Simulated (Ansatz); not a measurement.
# C6H3FGe: inputs that go wrong

Aim: try 3 inputs for C6H3FGe as typed, read how each ends, and find what has to change.

The runs use Ansatz 0.2.0, Gaussian basis; the settings change from run to run.

## Step 1: The geometry

The structure was relaxed beforehand with PBE0-D4 in a triple-zeta def2 set.

SMILES `C#[C][Ge]([F])([C]#C)[C]#C`, 11 atoms, charge 0, spin multiplicity 1.

Atoms are counted from 1 here; the program's logs count them from 0.

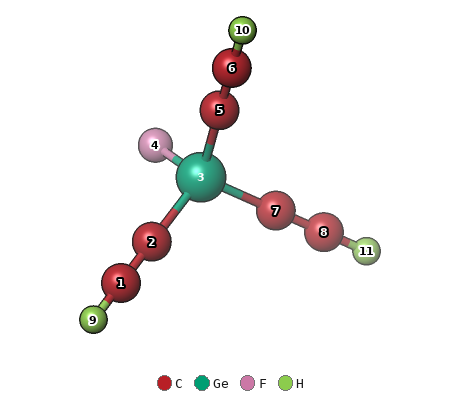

The geometry (carbon red, germanium teal, fluorine pink, hydrogen green); atoms are numbered from 1 in the order of the file.

## Step 2: Input 1

Input file in.yaml:

```yaml
crystal:
  periodic: [false, false, false]
  atoms:
    - {symbol: C, position_ang: [-0.638024, -0.221730, 2.884398]}
    - {symbol: C, position_ang: [-0.610203, -0.079919, 1.689753]}
    - {symbol: Ge, position_ang: [-0.538497, 0.136181, -0.178432]}
    - {symbol: F, position_ang: [-2.130346, 0.550243, -0.706073]}
    - {symbol: C, position_ang: [0.597096, 1.554168, -0.670123]}
    - {symbol: C, position_ang: [1.337483, 2.451794, -0.976968]}
    - {symbol: C, position_ang: [-0.064154, -1.465599, -1.045217]}
    - {symbol: C, position_ang: [0.255562, -2.489172, -1.591242]}
    - {symbol: H, position_ang: [-0.667596, -0.346291, 3.942959]}
    - {symbol: H, position_ang: [1.989607, 3.249679, -1.250900]}
    - {symbol: H, position_ang: [-0.338024, -0.171730, 3.184398]}
basis:
  gaussian: {orbitals: def2-mTZVPP, point_charges: [{charge: 1.00, position_ang: [5.510, 0.737, 0.411]}]}
magnetization: {spin_polarized: true, initial_magnetization: 0}
hamiltonian: {xc: {name: PBE}}
output: {forces: true}
```

Run with:

```console
ansatz run in.yaml --threads 4 --pin off --events-out ev --progress --plain --max-ram 11315MiB
```

Log, cut to the lines that bear on the results:

```text
Functional definition: PBE
  name "PBE"
  cite "Perdew, Burke & Ernzerhof, Phys. Rev. Lett. 77, 3865 (1996) doi:10.1103/PhysRevLett.77.3865"
  parent pbe
[...]
1773 factors; their error is unknown
[...]
mean field -65437.72968235 eV, -2404.7922105401 hartree, gradient 3.9e-5 eV, S^2 0.498955; 7 other end points of the search recorded, 0 dependent functions left out
[...]
reference -65437.72972750 eV, -2404.7922121992 hartree; 40, 40 occupied and 149, 149 virtual orbitals, 1773 factors
Total energy: -65437.72972750 eV, -2404.7922121992 hartree
Atom 0 at    -0.638024    -0.221730     2.884398 Å, force  -181.702030   -31.314725  -174.530615 eV/Å
Atom 1 at    -0.610203    -0.079919     1.689753 Å, force    -0.387315     0.311368    -2.150325 eV/Å
Atom 2 at    -0.538497     0.136181    -0.178432 Å, force     0.423525    -1.420754    -1.924936 eV/Å
Atom 3 at    -2.130346     0.550243    -0.706073 Å, force    -0.833029     0.494367     0.062542 eV/Å
Atom 4 at     0.597096     1.554168    -0.670123 Å, force    -0.528838    -0.588875     0.641976 eV/Å
Atom 5 at     1.337483     2.451794    -0.976968 Å, force     0.860354     0.845298    -0.226768 eV/Å
Atom 6 at    -0.064154    -1.465599    -1.045217 Å, force    -1.135871     3.629247     2.265829 eV/Å
Atom 7 at     0.255562    -2.489172    -1.591242 Å, force     1.186793    -3.205167    -1.670193 eV/Å
Atom 8 at    -0.667596    -0.346291     3.942959 Å, force    -4.095532    -1.555092     2.678994 eV/Å
Atom 9 at     1.989607     3.249679    -1.250900 Å, force     0.040627     0.258487    -0.168175 eV/Å
Atom 10 at    -0.338024    -0.171730     3.184398 Å, force   186.211855    32.600607   175.101522 eV/Å
Dipole moment:    -0.008292     0.735439     1.666915 e Å
```

Wall time 8.5 s (4 threads of Intel Xeon 6975P-C, shared host); peak memory 0.63 GiB.

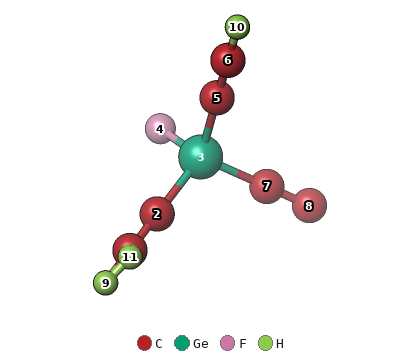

The geometry of this input.

Diagnosis: It ended without an error, which proves nothing about the input. One atom was put on top of another. The shortest distance is 0.43 Å (C1–H11), against 1.07 Å in the relaxed molecule. Its energy is no property of the relaxed molecule. To mend it, restore the atom's position, and remove the point charge.

## Step 3: Input 2

Input file in.yaml:

```yaml
crystal:
  periodic: [false, false, false]
  atoms:
    - {symbol: C, position_ang: [-0.638024, -0.221730, 2.884398]}
    - {symbol: C, position_ang: [-0.610203, -0.079919, 1.689753]}
    - {symbol: Ge, position_ang: [-0.538497, 0.136181, -0.178432]}
    - {symbol: F, position_ang: [-2.130346, 0.550243, -0.706073]}
    - {symbol: C, position_ang: [0.597096, 1.554168, -0.670123]}
    - {symbol: C, position_ang: [1.337483, 2.451794, -0.976968]}
    - {symbol: C, position_ang: [-0.064154, -1.465599, -1.045217]}
    - {symbol: C, position_ang: [0.255562, -2.489172, -1.591242]}
    - {symbol: H, position_ang: [-0.667596, -0.346291, 3.942959]}
    - {symbol: H, position_ang: [1.989607, 3.249679, -1.250900]}
    - {symbol: H, position_ang: [0.534372, -3.396254, -2.077454]}
basis:
  gaussian: {orbitals: def2-SVP}
hamiltonian: {xc: {name: HF}}
correlation: {method: mp2, frozen_orbitals: {C: 9}}
accuracy: high
```

The command is unchanged.

Log:

```text
Functional definition: HF
  name "HF"
  cite "Fock, Z. Phys. 61, 126 (1930) doi:10.1007/BF01340294"
  parent pbe
  exchange = exact_x
  correlation = 0
Error: "frozen_orbitals" has no count for Ge
```

It took 0.05 s on 4 threads of Intel Xeon 6975P-C, shared host.

**Diagnosis.** The program refused the input. Frozen orbitals are typed for one element alone, and the program wants a count for each. Fix: leave frozen_orbitals out, or give every element a count that its core really has.

## Step 4: Input 3

Input file in.yaml:

```yaml
crystal:
  periodic: [true, true, true]
  atoms:
    - {symbol: C, position_ang: [-0.612503, -0.212861, 2.769022]}
    - {symbol: C, position_ang: [-0.585795, -0.076722, 1.622163]}
    - {symbol: Ge, position_ang: [-0.516957, 0.130733, -0.171295]}
    - {symbol: F, position_ang: [-2.045132, 0.528233, -0.677830]}
    - {symbol: C, position_ang: [0.573212, 1.492002, -0.643318]}
    - {symbol: C, position_ang: [1.283984, 2.353723, -0.937889]}
    - {symbol: C, position_ang: [-0.061588, -1.406975, -1.003408]}
    - {symbol: C, position_ang: [0.245339, -2.389605, -1.527592]}
    - {symbol: H, position_ang: [-0.640892, -0.332439, 3.785241]}
    - {symbol: H, position_ang: [1.910022, 3.119692, -1.200864]}
    - {symbol: H, position_ang: [0.512997, -3.260404, -1.994356]}
basis:
  gaussian: {orbitals: aug-cc-pVDZ}
hamiltonian: {xc: {name: revPBE0}}
output: {forces: true}
```

The command is unchanged.

Log:

```text
Error: YAML parse error: error: line 2 column 3: crystal: missing field `lattice` (a structure is typed as `lattice` and `atoms`, a molecule's as `atoms` in Å alone, or read from a run's directory, `checkpoint`)
 --> <input>:2:3
  |
1 | crystal:
2 |   periodic: [true, true, true]
  |   ^ crystal: missing field `lattice` (a structure is typed as `lattice` and `atoms`, a molecule's as `atoms` in Å alone, or read from a run's directory, `checkpoint`)
3 |   atoms:
4 |     - {symbol: C, position_ang: [-0.612503, -0.212861, 2.769022]}
  |
```

Wall time 0.05 s (4 threads of Intel Xeon 6975P-C, shared host).

What is wrong: Refused before any calculation. The molecule is marked periodic without a cell. Its coordinates are also moved off the relaxed structure (shortest distance 1.02 Å, against 1.07 Å), and have to be restored too. Cure: set periodic to false, or give a lattice.

## Step 5: How the tries ended

| input | level | ended | cause | time |
| --- | --- | --- | --- | --- |
| 1 | PBE/def2-mTZVPP | converged | one atom was put on top of another | 8.5 s |
| 2 | MP2/def2-SVP | refused | frozen orbitals are typed for one element alone, and the program wants a count for each | 0.05 s |
| 3 | revPBE0/aug-cc-pVDZ | refused | the molecule is marked periodic without a cell | 0.05 s |

In words: 1 converged, 2 refused. A refusal costs next to no computing time. The dangerous case is the input that converges on a wrong geometry, charge, spin, basis or grid: often only a look at the input shows it.
